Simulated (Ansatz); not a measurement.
# CH6AlFOSi: rigid torsion scan in Python

Wanted for CH6AlFOSi: a rigid torsion scan. SMILES: F[CH2][AlH][O][SiH3].

Program: the Python package of Ansatz 0.2.0. Level of theory: B3LYP/def2-SVP. These are calculated values, not measurements.

### Step 1. The structure

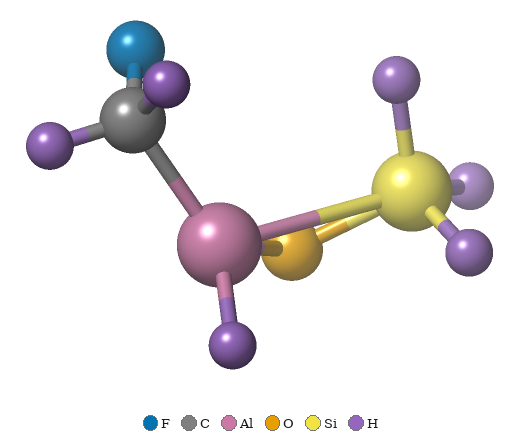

The starting structure, viewed from a chosen angle; fluorine blue, carbon grey, aluminium pink, oxygen amber, silicon yellow, hydrogen purple.

No structure file is read: the coordinates are typed or built in the script.

### Step 2. Script

torsion.py reads:

```python
"""Energy of CH6AlFOSi as one group turns about a bond."""

import ansatz as az
from ase import Atoms

BASIS_SET = "def2-SVP"
XC = "b3lyp"
FMAX = 0.02


def main() -> None:
    atoms = Atoms(["F", "C", "Al", "O", "Si", "H", "H", "H", "H", "H", "H"], positions=[
        [-1.5713, 0.5481, 1.6352],
        [-0.3753, 0.1402, 2.0075],
        [0.4136, -0.8932, 0.5057],
        [-0.3915, -1.0894, -1.0656],
        [-0.0305, 0.2512, -2.0393],
        [0.2753, 1.0265, 2.25],
        [-0.4446, -0.5048, 2.9055],
        [1.9451, -1.5009, 0.6799],
        [-0.7246, 0.1897, -3.2716],
        [-0.4385, 1.5082, -1.3329],
        [1.4076, 0.2673, -2.2538],
    ])

    # relax first, so that the scan starts from a minimum
    first = (
        az.Crystal.molecule_from_ase(atoms).calculation()
        .basis(gaussian=BASIS_SET)
        .functional(XC)
        .relax(force_tolerance=FMAX, max_steps=80)
    )
    atoms.positions = first.run(threads=1, pin="off").report["positions_ang"]

    start = atoms.get_dihedral(3, 2, 1, 0)
    energies = {}
    for turn in range(0, 360, 40):
        turned = atoms.copy()
        turned.set_dihedral(3, 2, 1, 0, start + turn, indices=[0, 1, 5, 6])
        calc = az.Crystal.molecule_from_ase(turned).calculation().basis(gaussian=BASIS_SET).functional(XC)
        energies[round((start + turn) % 360)] = calc.run(threads=1, pin="off").report["free_energy_ev"]
    floor = min(energies.values())
    print("dihedral O3-Al2-C1-F0 (deg)   E - E(min) (eV)")
    for angle, e in sorted(energies.items()):
        print(f"{angle:8d} {(e - floor):14.3f}  " + "#" * int(30 * (e - floor) / max(max(energies.values()) - floor, 1e-9)))


if __name__ == "__main__":
    main()
```

### Step 3. The calls as engine input

The engine receives this input (first run):

```yaml
crystal:
  periodic: [false, false, false]
  atoms:
    - { symbol: F, position_ang: [-1.5713, 0.5481, 1.6352] }
    - { symbol: C, position_ang: [-0.3753, 0.1402, 2.0075] }
    - { symbol: Al, position_ang: [0.4136, -0.8932, 0.5057] }
    - { symbol: O, position_ang: [-0.3915, -1.0894, -1.0656] }
    - { symbol: Si, position_ang: [-0.0305, 0.2512, -2.0393] }
    - { symbol: H, position_ang: [0.2753, 1.0265, 2.25] }
    - { symbol: H, position_ang: [-0.4446, -0.5048, 2.9055] }
    - { symbol: H, position_ang: [1.9451, -1.5009, 0.6799] }
    - { symbol: H, position_ang: [-0.7246, 0.1897, -3.2716] }
    - { symbol: H, position_ang: [-0.4385, 1.5082, -1.3329] }
    - { symbol: H, position_ang: [1.4076, 0.2673, -2.2538] }
basis:
  gaussian:
    orbitals: def2-SVP
hamiltonian:
  xc: b3lyp
relax:
  f_tol: 0.02
  max_steps: 80
```

### Step 4. Launch

Started as:

```console
python torsion.py
```

Output:

```text
dihedral O3-Al2-C1-F0 (deg)   E - E(min) (eV)
       1          0.000
      41          0.026  ###########
      81          0.064  #############################
     121          0.046  #####################
     161          0.006  ##
     201          0.007  ###
     241          0.047  #####################
     281          0.065  ##############################
     321          0.026  ############
```

Wall time 2.3 min (1 thread of Arm Neoverse V2, shared host); peak memory 0.31 GiB.

### Step 5. How the relaxation of run 0 went

Relaxation path:

| step | energy from step 1 (eV) | largest force component (eV/Å) |
| --- | --- | --- |
| 1 | 0.0000 | 3.1064 |
| 2 | -0.3612 | 1.1746 |
| 3 | -0.5030 | 0.7666 |
| 4 | -0.6021 | 0.4589 |
| 5 | -0.6798 | 0.2636 |
| 6 | -0.7337 | 0.1251 |
| 7 | -0.7622 | 0.0458 |
| 8 | -0.7638 | 0.0371 |
| 9 | -0.7537 | 0.3143 |
| 10 | -0.7705 | 0.0369 |
| 11 | -0.7722 | 0.1723 |
| 12 | -0.7736 | 0.1095 |
| 13 | -0.7763 | 0.0185 |
| 14 | -0.7770 | 0.0989 |
| 15 | -0.7775 | 0.0437 |
| 16 | -0.7780 | 0.0073 |
| 17 | -0.7782 | 0.0304 |
| 18 | -0.7783 | 0.0224 |
| 19 | -0.7783 | 0.0170 |

Step 1 is the start. Step 9 was tried and not accepted.

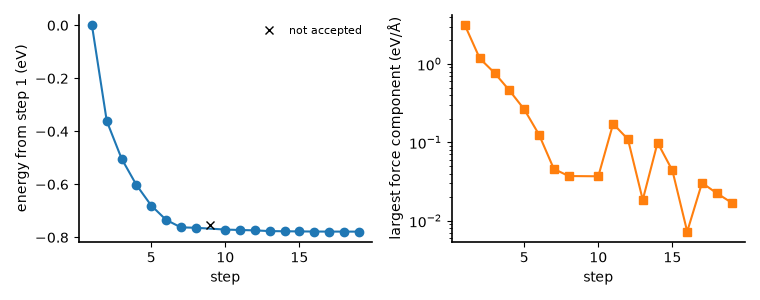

Energy and largest force along the relaxation.

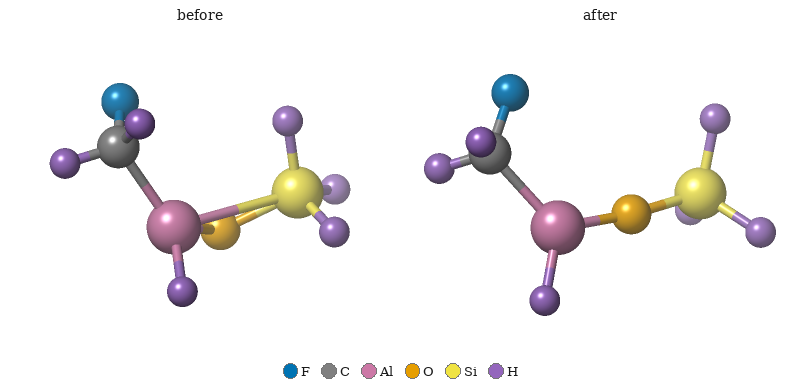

Before and after, at one scale.

Before: Bond lengths: F1–C2 1.317 Å, C2–Al3 1.986 Å, Al3–O4 1.776 Å, O4–Si5 1.696 Å, C2–H6 1.126 Å, C2–H7 1.108 Å, Al3–H8 1.657 Å, Si5–H9 1.416 Å, Si5–H10 1.499 Å, Si5–H11 1.454 Å. Angles (14 of 16 angles, heavy atoms first): F1–C2–Al3 107.9°, C2–Al3–O4 123.1°, Al3–O4–Si5 108.9°, F1–C2–H6 110.0°, F1–C2–H7 110.6°, Al3–C2–H6 110.1°, Al3–C2–H7 109.6°, C2–Al3–H8 118.6°, O4–Al3–H8 118.1°, O4–Si5–H9 111.2°, O4–Si5–H10 109.5°, O4–Si5–H11 107.7°, H6–C2–H7 108.7°, H9–Si5–H10 108.3°.

After: Bond lengths: F1–C2 1.396 Å, C2–Al3 1.984 Å, Al3–O4 1.699 Å, O4–Si5 1.654 Å, C2–H6 1.109 Å, C2–H7 1.109 Å, Al3–H8 1.580 Å, Si5–H9 1.493 Å, Si5–H10 1.492 Å, Si5–H11 1.493 Å. Angles (14 of 16 angles, heavy atoms first): F1–C2–Al3 112.4°, C2–Al3–O4 120.6°, Al3–O4–Si5 174.3°, F1–C2–H6 108.6°, F1–C2–H7 108.6°, Al3–C2–H6 111.0°, Al3–C2–H7 111.0°, C2–Al3–H8 120.7°, O4–Al3–H8 118.7°, O4–Si5–H9 109.9°, O4–Si5–H10 110.7°, O4–Si5–H11 110.0°, H6–C2–H7 104.9°, H9–Si5–H10 108.9°.

Run 0 is this relaxation; the runs after it count from 1.

### Step 6. The engine's runs

The 9 runs, in the order started:

| run | turn (°) | energy from run 1 (eV) | SCF cycles | CPU time (s) |
| --- | --- | --- | --- | --- |
| 1 | 0 | 0.0000 | 17 | 3.6 |
| 2 | 40 | 0.0258 | 17 | 3.6 |
| 3 | 80 | 0.0643 | 17 | 3.6 |
| 4 | 120 | 0.0457 | 17 | 3.5 |
| 5 | 160 | 0.0062 | 17 | 3.5 |
| 6 | 200 | 0.0065 | 17 | 3.6 |
| 7 | 240 | 0.0467 | 17 | 3.5 |
| 8 | 280 | 0.0650 | 17 | 3.6 |
| 9 | 320 | 0.0264 | 17 | 3.5 |

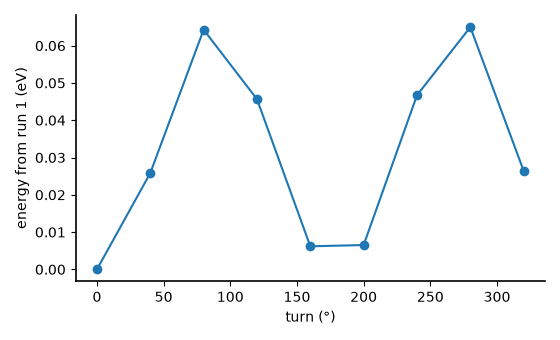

Energy against turn; lines join the points.

### Step 7. Summary of results

| quantity | value |
| --- | --- |
| runs compared | 9 |
| range of energy | 0.065 eV |
| lowest point, turn (°) | 0 |

What this shows: The lowest point lies at a turn of 0°, the highest 0.065 eV (6.3 kJ/mol) above it at 280°. The grid can miss the true lowest and highest points, and the rest of the molecule is held rigid. Run 0: After 17 moves the largest shift is 1.193 Å, of atom 4 (O). So large a move can change the bonding: the results belong to the relaxed structure. The scan is rigid and the energies are electronic, in a modest basis. With rigid groups the curve can differ much from the relaxed path, the start wasn't checked as a minimum of this torsion, and equivalent turns needn't return to the same energy. b3lyp holds the VWN-RPA fit, as in Gaussian; the form of ORCA and Turbomole is b3lyp5.
